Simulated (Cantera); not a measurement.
Charge: 1 mol Si, 0.59 mol O₂, 38 mol H₂, 0.23 mol N₂O, equilibrated at 0.00310 bar.

Method: chemical equilibrium by Gibbs-energy minimisation in Cantera with the NASA 1993 tables (ideal gas, pure condensed phases). Candidate condensed phases: H₂O, Si, SiO₂, Si₂N₂O, Si₃N₄; 35 gas species. Mutual solubility and eutectic melting of coexisting phases are not modelled. The tables hold silica as quartz up to 1696 K and as liquid above; real silica turns to tridymite and cristobalite and melts near 1996 K. Kinetics and transport are ignored.

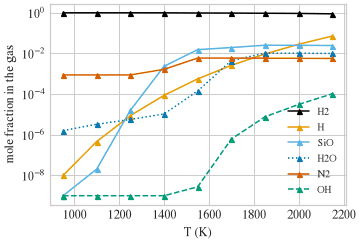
Equilibrium gas composition (values under 1e-9 drawn at 1e-9)

**Question.** Read off the mole fractions at 1250 K.

**Answer.** H₂ about 1.00, N₂ about 0.00088, SiO about 1.6e-5, H about 8.7e-6, H₂O about 5.6e-6.
